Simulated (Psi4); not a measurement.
# HF/STO-3G run of SiCNCl2F (SMILES N#C[Si](F)(Cl)Cl)

Aim: the vertical ionisation energy of SiCNCl2F at HF/STO-3G, from 2 runs. 

The results are computed with Psi4 1.11.

6 further runs of the same task are left out: 6 that didn't finish. Runs told in other sessions of the task aren't counted.

### 1 Starting point

The species is SiCNCl2F (6 atoms), meant as a singlet with charge 0. As SMILES, `N#C[Si](F)(Cl)Cl`. The shape is that of a PBE0-D4/def2-TZVP optimisation.

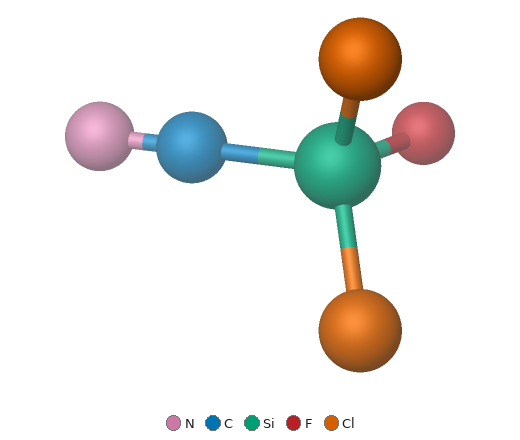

Viewed from a chosen angle; nitrogen pink, carbon blue, silicon teal, fluorine red, chlorine orange.

### 2 Energy and gradient at HF/STO-3G

input.dat reads:

```
memory 2.2 GB

molecule molecule1 {
  N      1.752600    -1.361000     1.114200
  C      0.923100    -0.763300     0.585900
  Si    -0.381900     0.210300    -0.249400
  F     -1.471500    -0.801900    -0.758800
  Cl     0.422900     1.177100    -1.812500
  Cl    -1.203100     1.474700     1.074300
  symmetry c1
  no_reorient
  no_com
}

set {
  basis STO-3G
  puream true
  e_convergence 1e-09
  d_convergence 1e-08
  scf_type pk
}

E, wfn = gradient("scf", return_wfn=True)
oeprop(wfn, "DIPOLE", "MULLIKEN_CHARGES", "QUADRUPOLE", title="SCF")
```

On the command line:

```
psi4 -n 1 input.dat output.dat
```

output.dat:

```text
[...]
  Running in c1 symmetry.
[...]
  Nuclear repulsion =  414.637220120483050
[...]
  Multiplicity = 1
[...]
  Nalpha       = 35
  Nbeta        = 35
[...]
    Number of basis functions: 42
[...]
   @RHF iter   1: -1383.83544652198634   -2.14024e+00   1.34544e-02 ADIIS/DIIS
[...]
   @RHF iter  12: -1384.06836811606809   -6.82121e-13   3.63357e-09 DIIS
[...]
    Orbital Energies [Eh]
    ---------------------
    Doubly Occupied:
       1A   -103.716995     2A   -103.716963     3A    -68.243309
       4A    -25.957909     5A    -15.406304     6A    -11.054493
       7A    -10.406581     8A    -10.406433     9A     -7.850584
      10A     -7.850399    11A     -7.844496    12A     -7.844482
      13A     -7.844388    14A     -7.844352    15A     -6.206747
      16A     -4.233734    17A     -4.233159    18A     -4.231436
      19A     -1.550559    20A     -1.198452    21A     -1.100209
      22A     -1.058981    23A     -0.778364    24A     -0.636526
      25A     -0.588935    26A     -0.577915    27A     -0.534581
      28A     -0.492688    29A     -0.491533    30A     -0.459318
      31A     -0.456374    32A     -0.451247    33A     -0.444297
      34A     -0.441807    35A     -0.436348
[...]
  @RHF Final Energy: -1384.06836811606809
   => Energetics <=
    Nuclear Repulsion Energy =            414.6372201204830503
    One-Electron Energy =               -2744.2293788252800368
    Two-Electron Energy =                 945.5237905887289571
    Total Energy =                      -1384.0683681160680862
[...]
  -Total Gradient:
     Atom            X                  Y                   Z
    ------   -----------------  -----------------  -----------------
       1       -0.011953742899     0.009806353902    -0.007750136041
       2        0.014426527345    -0.015721123844     0.009759686991
       3       -0.018475920233     0.037839165325    -0.014253000871
       4        0.015632404021     0.010521867371     0.007719241167
       5       -0.013978423025    -0.018613134638     0.027406699986
       6        0.014349154803    -0.023833128122    -0.022882491192
[...]
 Multipole Moments:
 ------------------------------------------------------------------------------------
     Multipole            Electronic (a.u.)      Nuclear  (a.u.)        Total (a.u.)
 ------------------------------------------------------------------------------------
 L = 1.  Multiply by 2.5417464519 to convert [e a0] to [Debye]
 Dipole X            :         26.0397598          -26.5444160           -0.5046562
 Dipole Y            :        -50.6167550           50.4573883           -0.1593667
 Dipole Z            :         21.5691757          -21.8365413           -0.2673656
 Magnitude           :                                                    0.5929250
 L = 2.  Multiply by 1.3450342976 to convert [e a0^2] to [Debye ang]
 Quadrupole XX       :       -310.9687924          270.6531607          -40.3156317
 Quadrupole XY       :        120.6948067         -118.3027091            2.3920976
[...]
  Mulliken Charges: (a.u.)
   Center  Symbol    Alpha    Beta     Spin     Total
       1     N     3.57064  3.57064  0.00000 -0.14127
       2     C     3.07975  3.07975  0.00000 -0.15951
       3    SI     6.38324  6.38324  0.00000  1.23351
       4     F     4.64115  4.64115  0.00000 -0.28230
       5    CL     8.66261  8.66261  0.00000 -0.32522
       6    CL     8.66261  8.66261  0.00000 -0.32521
   Total alpha = 35.00000, Total beta = 35.00000, Total charge =  0.00000
    Psi4 run time: 0:00:02.06
```

Run time: 3.6 s. Hardware: 1 thread of Intel Xeon Platinum 8259CL at 2.50GHz (Skylake/Cascade Lake), shared host; peak memory 0.18 GiB.

### 3 The doublet cation at the same level

ccl2fnsi.xyz reads:

```xyz
6
CCl2FNSi
N      1.752600    -1.361000     1.114200
C      0.923100    -0.763300     0.585900
Si    -0.381900     0.210300    -0.249400
F     -1.471500    -0.801900    -0.758800
Cl     0.422900     1.177100    -1.812500
Cl    -1.203100     1.474700     1.074300
```

run_ase.py reads:

```python
import numpy as np
from ase.calculators.psi4 import Psi4
from ase.io import read

mol = read('ccl2fnsi.xyz')
calc = Psi4(atoms=mol, method='hf', basis='STO-3G', memory='2200MB', num_threads=1, charge=1, multiplicity=2, label='ccl2fnsi', reference='uhf')
calc.psi4.set_options({'puream': True, 'e_convergence': 1e-09, 'd_convergence': 1e-08, 'scf_type': 'pk', 'maxiter': 100})
mol.calc = calc

forces = mol.get_forces()
print(f'energy: {mol.get_potential_energy():.6f} eV')
print('forces / eV A^-1')
print(np.round(forces, 5))
```

On the command line:

```
python run_ase.py
```

ccl2fnsi.dat, cut to the lines that bear on the results:

```text
[...]
  Running in c1 symmetry.
[...]
  Nuclear repulsion =  414.637220120483050
[...]
  Multiplicity = 2
[...]
  Nalpha       = 35
  Nbeta        = 34
[...]
    Number of basis functions: 42
[...]
   @UHF iter   1: -1383.35982262731386   -1.66462e+00   1.36897e-02 DIIS/ADIIS
[...]
   @UHF iter  22: -1383.67848900824333   -1.59162e-12   6.07177e-09 DIIS
[...]
   @S^2 Observed:                1.134754758E+00
[...]
  @UHF Final Energy: -1383.67848900824333
   => Energetics <=
    Nuclear Repulsion Energy =            414.6372201204830503
    One-Electron Energy =               -2727.6056472985656001
    Two-Electron Energy =                 929.2899381698392745
    Total Energy =                      -1383.6784890082431048
  UHF NO Occupations:
  HONO-2 :   33  A 1.9013966
  HONO-1 :   34  A 1.9001985
  HONO-0 :   35  A 1.0000000
  LUNO+0 :   36  A 0.0998015
  LUNO+1 :   37  A 0.0986034
[...]
 Multipole Moments:
 ------------------------------------------------------------------------------------
     Multipole            Electronic (a.u.)      Nuclear  (a.u.)        Total (a.u.)
 ------------------------------------------------------------------------------------
 L = 1.  Multiply by 2.5417464519 to convert [e a0] to [Debye]
 Dipole X            :          0.6522275            1.5047054            2.1569329
 Dipole Y            :         -1.8769818           -0.5990592           -2.4760410
 Dipole Z            :          0.5608587            0.9091388            1.4699975
 Magnitude           :                                                    3.5977814
[...]
  -Total Gradient:
     Atom            X                  Y                   Z
    ------   -----------------  -----------------  -----------------
       1       -0.090154445114     0.065128741419    -0.057446150201
       2        0.048849532986    -0.036167441959     0.031205235034
       3        0.050799451635    -0.021837395459     0.030914107713
       4        0.005414517055     0.018419595504     0.001150324122
       5       -0.020050075944    -0.010448978493     0.019448829605
       6        0.005141019377    -0.015094521017    -0.025272346243
[...]
```

On the terminal:

```text
energy: -37651.809498 eV
forces / eV A^-1
[[ 4.63593 -3.34905  2.954  ]
 [-2.51194  1.8598  -1.60464]
 [-2.61221  1.12292 -1.58967]
 [-0.27843 -0.94717 -0.05915]
 [ 1.03102  0.53731 -1.0001 ]
 [-0.26436  0.77619  1.29956]]
```

It took 3.6 s on 1 thread of Intel Xeon Platinum 8259CL at 2.50GHz (Skylake/Cascade Lake), shared host; peak memory 0.2 GiB.

### 4 Results

Level: HF/STO-3G.

```
                                          quantity           value
                    singlet SiCNCl2F: total energy  -1384.06837 Eh
                   singlet SiCNCl2F: dipole moment          1.51 D
                     singlet SiCNCl2F: HOMO energy       -11.87 eV
                     singlet SiCNCl2F: LUMO energy         6.44 eV
                   singlet SiCNCl2F: HOMO–LUMO gap        18.32 eV
        singlet SiCNCl2F: largest force on an atom      2.286 eV/Å
                      doublet cation: total energy  -1383.67849 Eh
doublet cation: HOMO energy (highest over α and β)       -16.41 eV
 doublet cation: LUMO energy (lowest over α and β)        -8.18 eV
                              doublet cation: ⟨S²⟩           1.135
          doublet cation: largest force on an atom      6.437 eV/Å
vertical ionisation energy (to the doublet cation)       10.609 eV
```

**Reading.** Removing an electron at fixed nuclei costs 10.61 eV (1024 kJ/mol). The largest force (singlet SiCNCl2F) is 2.29 eV/Å: the shape isn't a stationary point for this species at this level. The negative HOMO energy of the first species, 11.87 eV, lies 1.26 eV above that difference. In a minimal basis such a difference can be off by several eV, whatever the method. Mulliken charges (singlet SiCNCl2F) run from -0.33 on Cl5 to +1.23 on Si3; they depend strongly on the basis. ⟨S²⟩ (doublet cation) is 1.13 where a pure doublet has 0.75: the reference is spin-contaminated.
